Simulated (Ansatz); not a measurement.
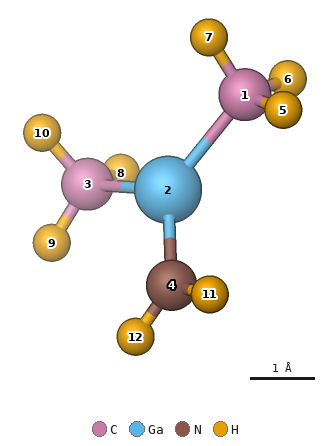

The structure as given in the input (ball-and-stick view, seen at a tilt; atoms are numbered from 1 in the order of the input). Sticks mark near contacts. Bond lengths as drawn: C–Ga 1.99 Å, C–H 1.09 Å, Ga–N 1.80 Å and H–N 1.00 Å.

**C2H8GaN: frequency calculation**

The run: frequency calculation of C2H8GaN, SMILES [CH3][Ga]([CH3])[NH2]. Method and program: HF/3-21G, RHF (Ansatz 0.2.0).

The geometry was optimised with HF/3-21G. Figures and captions count atoms from 1; the log counts them from 0 in places.

**Output**
```
Functional definition: HF
  name "HF"
  exchange = exact_x
  correlation = 0
808 factors; integrals over basis functions are off by at most 5.7e-4 eV
mean field evaluation 1: about -55726.6488 eV, gradient 3.7e1 eV
mean field evaluation 2: about -55726.6538 eV, gradient 3.7e1 eV
mean field evaluation 4: about -55729.6349 eV, gradient 2.6e0 eV
mean field evaluation 8: about -55729.6573 eV, gradient 1.8e-2 eV
mean field -55729.65731296 eV, -2048.0271313327 hartree, gradient 2.2e-5 eV, S^2 0.000000; 0 other end points of the search recorded, 0 dependent functions left out
the calculation of the forces begins
reference -55729.65731296 eV, -2048.0271313327 hartree; 29, 29 occupied and 37, 37 virtual orbitals, 808 factors
these checks for a lower state are left out or cut short: stability, starts, cluster_reference, orbital_swaps, neighbouring_geometries, increment
808 factors; integrals over basis functions are off by at most 5.7e-4 eV
mean field evaluation 16: about -55729.6572 eV, gradient 1.3e-6 eV
mean field -55729.65715037 eV, -2048.0271253578 hartree, gradient 1.3e-6 eV, S^2 0.000000; 0 other end points of the search recorded, 0 dependent functions left out
[... from here on the field's lines of each further geometry are left out, up to the last ...]
the calculation of the forces begins
reference -55729.65730274 eV, -2048.0271309574 hartree; 29, 29 occupied and 37, 37 virtual orbitals, 808 factors
these checks for a lower state are left out or cut short: stability, starts, cluster_reference, orbital_swaps, neighbouring_geometries, increment
808 factors; integrals over basis functions are off by at most 5.7e-4 eV
mean field evaluation 512: about -55729.6573 eV, gradient 4.0e-5 eV
mean field -55729.65730380 eV, -2048.0271309962 hartree, gradient 1.3e-6 eV, S^2 0.000000; 0 other end points of the search recorded, 0 dependent functions left out
the calculation of the forces begins
reference -55729.65730380 eV, -2048.0271309962 hartree; 29, 29 occupied and 37, 37 virtual orbitals, 808 factors
Total energy: -55729.65731296 eV, -2048.0271313327 hartree
Atom 0 at    -0.487623     1.796325    -0.377255 Å, force     0.000108    -0.001010     0.000220 eV/Å
Atom 1 at    -0.107061    -0.128826    -0.070182 Å, force    -0.000313    -0.000388    -0.000258 eV/Å
Atom 2 at     1.444455    -0.772569     0.989876 Å, force    -0.000809     0.000292    -0.000592 eV/Å
Atom 3 at    -1.218952    -1.345534    -0.785062 Å, force     0.000464     0.000593     0.000403 eV/Å
Atom 4 at    -1.372832     1.940538    -0.990004 Å, force     0.000567     0.000247     0.000376 eV/Å
Atom 5 at    -0.648217     2.319471     0.562188 Å, force     0.000430    -0.000321     0.000172 eV/Å
Atom 6 at     0.343723     2.285825    -0.878443 Å, force     0.000338    -0.000444     0.000295 eV/Å
Atom 7 at     1.412823    -0.387065     2.005911 Å, force    -0.000252     0.000468    -0.000252 eV/Å
Atom 8 at     1.471174    -1.856811     1.049534 Å, force     0.000259     0.000658     0.000148 eV/Å
Atom 9 at     2.383269    -0.443330     0.551413 Å, force    -0.000321     0.000498    -0.000117 eV/Å
Atom 10 at    -2.027581    -1.125329    -1.335209 Å, force    -0.000216    -0.000307    -0.000198 eV/Å
Atom 11 at    -1.116177    -2.338095    -0.688668 Å, force    -0.000257    -0.000286    -0.000198 eV/Å
Dipole moment:    -0.095937    -0.104967    -0.061659 e Å
Vibrations: 21.10 35.90 162.09 169.36 195.99 380.54 578.91 619.07 687.30 697.10 742.50 780.00 806.52 827.94 840.88 1423.38 1429.40 1621.04 1627.59 1628.42 1631.32 1764.10 3168.96 3170.80 3228.01 3229.30 3237.66 3238.10 3707.47 3795.12 cm⁻¹, zero-point energy 2.817285 eV
```

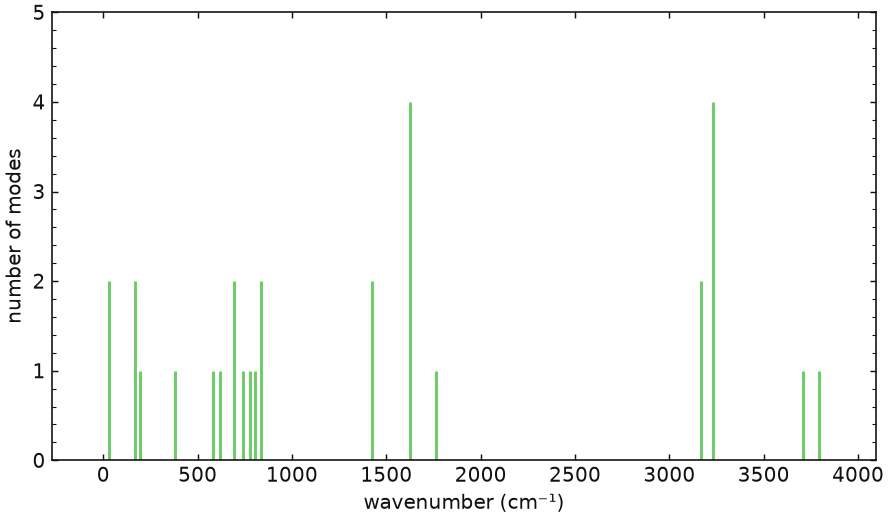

Harmonic vibrational wavenumbers from the force constants; neighbouring modes closer than 17 cm⁻¹ are counted in one stick. 30 modes from 21 to 3795 cm⁻¹, none imaginary.

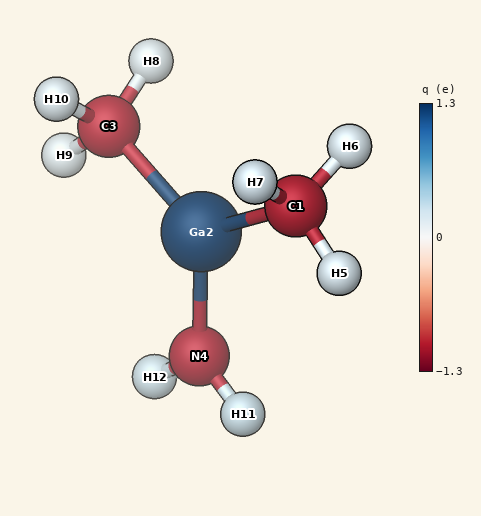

Mulliken charges, as the colour of each atom (ball-and-stick view, seen at a tilt; atoms are numbered from 1 in the order of the input; Mulliken charges depend strongly on the basis). By element: C −1.04, Ga +1.26, N −1.06 and H +0.20 to +0.32 e.

This output came from the following input.

**Input file**
```yaml
crystal:
  periodic: [false, false, false]
  atoms:
    - symbol: C
      position_ang: [-0.487623, 1.796325, -0.377255]
    - symbol: Ga
      position_ang: [-0.107061, -0.128826, -0.070182]
    - symbol: C
      position_ang: [1.444455, -0.772569, 0.989876]
    - symbol: "N"
      position_ang: [-1.218952, -1.345534, -0.785062]
    - symbol: H
      position_ang: [-1.372832, 1.940538, -0.990004]
    - symbol: H
      position_ang: [-0.648217, 2.319471, 0.562188]
    - symbol: H
      position_ang: [0.343723, 2.285825, -0.878443]
    - symbol: H
      position_ang: [1.412823, -0.387065, 2.005911]
    - symbol: H
      position_ang: [1.471174, -1.856811, 1.049534]
    - symbol: H
      position_ang: [2.383269, -0.443330, 0.551413]
    - symbol: H
      position_ang: [-2.027581, -1.125329, -1.335209]
    - symbol: H
      position_ang: [-1.116177, -2.338095, -0.688668]
basis:
  gaussian: {orbitals: 3-21G.json}
phonons: {temperatures: {t_min: 298.15, t_max: 298.15, t_step: 1}}
hamiltonian: {xc: hf}
total_charge: 0
```

Command:
```bash
ansatz run job.yaml --threads 1 --pin off --max-ram 3480MiB --events-out events.jsonl --progress --plain --runs-dir runs
```

**Results in brief**

| quantity | value |
| --- | --- |
| outcome | converged |
| total energy | −2048.027131 hartree |
| basis functions | 66 |
| largest force | 0.001 eV/Å |
| zero-point energy | 0.103533 hartree |
| dipole moment | 0.74 D |
| wavenumbers, lowest and highest | 21 and 3795 cm⁻¹ |
| hardware | 1 thread of Intel Xeon (Granite Rapids), 16 GiB of memory available, shared host |
| wall time | 47 s |
| peak memory | 0.16 GiB |
